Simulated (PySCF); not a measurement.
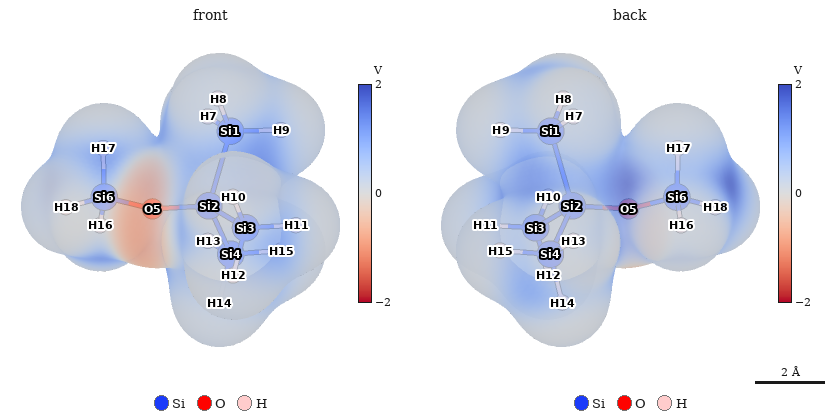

H12OSi5 (SMILES [SiH3]O[Si]([SiH3])([SiH3])[SiH3]). The electrostatic potential painted on the density surface at 0.002 e/bohr³, seen from the front and from behind; the colour scale runs from red (negative) to blue (positive).

Geometry: PBE0-D3(BJ)/def2-SVP.

Method: PySCF, PBE0/pcSseg-1, SCF density, gas phase, non-relativistic.

The calculation's input:

```
{"job": {"kind": "nmr", "xc": "PBE0", "basis": "pcSseg-1"}, "charge": 0, "multiplicity": 1}
Si    -0.533431     0.008535     2.226301
Si    -0.042340     0.340287    -0.051051
Si     0.297731     2.623260    -0.459961
Si    -1.872143    -0.428661    -1.313549
O      1.354418    -0.485183    -0.480169
Si     1.982099    -2.021494    -0.432385
H     -0.769026    -1.441382     2.512497
H      0.586076     0.493065     3.092075
H     -1.774950     0.772947     2.564013
H      1.436635     3.143130     0.357680
H     -0.947830     3.361926    -0.081430
H      0.583654     2.864396    -1.907661
H     -2.107491    -1.885988    -1.067514
H     -1.640267    -0.220575    -2.776563
H     -3.093440     0.331925    -0.901424
H      1.158130    -2.944390    -1.271721
H      1.988839    -2.531101     0.973617
H      3.374663    -1.974631    -0.956470
```

Launched as:

```sh
OMP_NUM_THREADS=1 python cluster_run.py task.json out
```

Q: Describe the electrostatic potential map.

A: The most negative region (about −0.8 V) lies over O5, the most positive (about +1.5 V) over Si6.
